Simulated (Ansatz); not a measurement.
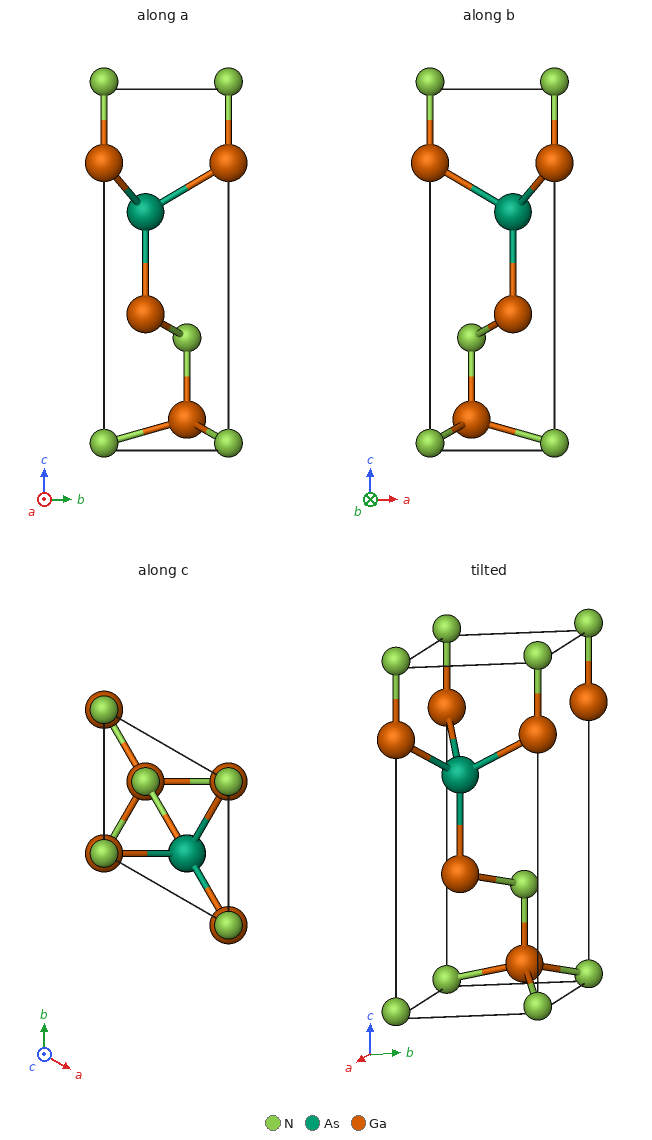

Ball-and-stick drawing of the structure, looking along the a axis, along the b axis, along the c axis and slightly off an axis. Atoms at the boundary of the conventional unit cell (the box) are drawn once for each face, edge or corner they touch.

Lattice parameters: a = 3.4346 Å, b = 3.4346 Å, c = 8.6392 Å, α = 90.000°, β = 90.000°, γ = 120.000°.

Q: Write down what is shown as a CIF with its space group and independent sites, with free fractional coordinates to two decimals.

A:
```cif
data_structure
_symmetry_space_group_name_H-M 'P 3 m 1'
_symmetry_Int_Tables_number 156
_cell_length_a 3.4346
_cell_length_b 3.4346
_cell_length_c 8.6392
_cell_angle_alpha 90.000
_cell_angle_beta 90.000
_cell_angle_gamma 120.000
_cell_volume 88.26
loop_
_atom_site_label
_atom_site_type_symbol
_atom_site_symmetry_multiplicity
_atom_site_Wyckoff_symbol
_atom_site_fract_x
_atom_site_fract_y
_atom_site_fract_z
_atom_site_occupancy
N1 N 1 a 0.00 0.00 0.02 1
N2 N 1 b 0.3333 0.6667 0.31 1
As1 As 1 c 0.6667 0.3333 0.66 1
Ga1 Ga 1 b 0.3333 0.6667 0.09 1
Ga2 Ga 1 c 0.6667 0.3333 0.38 1
Ga3 Ga 1 a 0.00 0.00 0.80 1
```

The initial geometry was a structure type filled with these elements by a generator (whether the compound takes this form wasn't checked). The final geometry of a relaxation with DFT, r2SCAN, plane waves, PAW in Ansatz is shown.
